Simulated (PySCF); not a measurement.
**RhH₄: structure of the doublet**

Aim: relax RhH₄ as a doublet from a PBE0 minimum start, check by its vibrations whether the end is a minimum, and collect its spectrum and constants.

Method: PBE0, basis Rh def2-TZVP with ECP28, H def2-TZVP, scalar-relativistic core potentials, no spin–orbit coupling, density fitting; program: PySCF 2.14.0.

**1. Starting geometry**

5 atoms, charge 0, spin multiplicity 2.

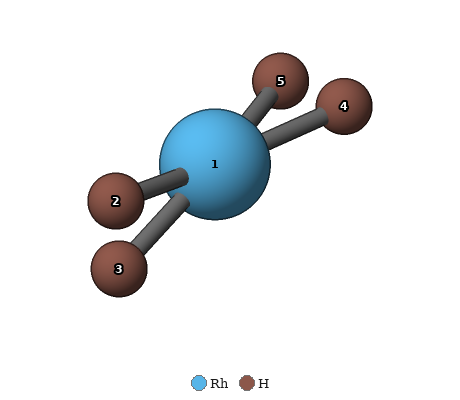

As it starts; rhodium blue, hydrogen brown; atoms are numbered from 1 in the order of the file.

Z-matrix (Å, degrees; charge 0 multiplicity 2):
```
Rh
H  1 1.7084
H  1 1.7084 2 28.92
H  1 1.7084 2 159.66 3 -134.08
H  1 1.7084 2 159.66 3 134.08
```

**2. The SCF at the typed geometry**

The steps below are one call of a driver around PySCF. For each, scf.py gives the equivalent set-up of the SCF; relaxations use the driver's own optimiser. After this first run the driver tries any further starts and a stability analysis.

File scf.py:

```python
from pyscf import gto, scf, dft
mol = gto.M(atom='''
Rh    -0.000000     0.000000     0.000000
H      1.381684     0.958548     0.301182
H      0.953682     1.385047    -0.301182
H     -1.381023    -0.959207     0.302109
H     -0.954343    -1.384389    -0.302109''',
    basis={'Rh': 'def2-TZVP', 'H': 'def2-TZVP'},
    ecp={'Rh': 'def2-TZVP'},
    charge=0, spin=1)
mf = dft.UKS(mol, xc='PBE0')
mf.grids.atom_grid = (50, 194)
aux = {'Rh': 'def2-universal-JKFIT', 'H': 'def2-universal-JKFIT'}
mf = mf.density_fit(auxbasis=aux)
mf.conv_tol = 1e-08
mf.diis_space = 10
mf.max_cycle = 60
mf.init_guess = 'minao'
mf.verbose = 4
mf.kernel()
```

Started as:

```
OMP_NUM_THREADS=2 python axn.py task.json out
```

After this run come: Relaxing the doublet from the PBE0 minimum start; Is it a minimum? Harmonic modes.

**Question.** What will these runs give? Wanted: minimum; geometry; wavenumbers; dipole moment; highest occupied, lowest empty level; polar-tensor charge of Rh1; zero-point energy; atomisation energy; ⟨S²⟩.

The runs gave:

```
                                          quantity                                                                                          value
                                           minimum                                                                                   doublet, D2d
                                          geometry  H–H 0.854 Å (×2), Rh–H 1.708 Å (×4); H–H–Rh 75.5° (×4), H–Rh–H 28.9° (×2), H–Rh–H 159.6° (×4)
                                wavenumbers (cm⁻¹)                         421 (e), 670 (b1), 872 (b2), 1281 (a1), 1613 (e), 2965 (a1), 2977 (b2)
                                     dipole moment                                                                                         0.00 D
highest occupied, lowest empty level (either spin)                                                                                -5.55, -2.31 eV
                        polar-tensor charge of Rh1                                                                                        -0.31 e
                                 zero-point energy                                                                                    76.8 kJ/mol
                               entropy at 298.15 K                                                                                238.5 J/(mol K)
         atomisation energy (no zero-point energy)                                                                                    1050 kJ/mol
                                              ⟨S²⟩                                                                                          0.754
```

**Reading.** The molecule stays D2d, as typed, and the end point is a minimum. In the infrared the band at 872 cm⁻¹ (b2) leads. Most of the spin sits on Rh1 (Mulliken spin 1.04, against 1 for the whole molecule). The first SCF alone would have been 20 kJ/mol too high. Only this shape and spin were tried, so other structures or states may lie lower. Open d and f shells are described by one determinant, and the ground state may have another occupation or spin.
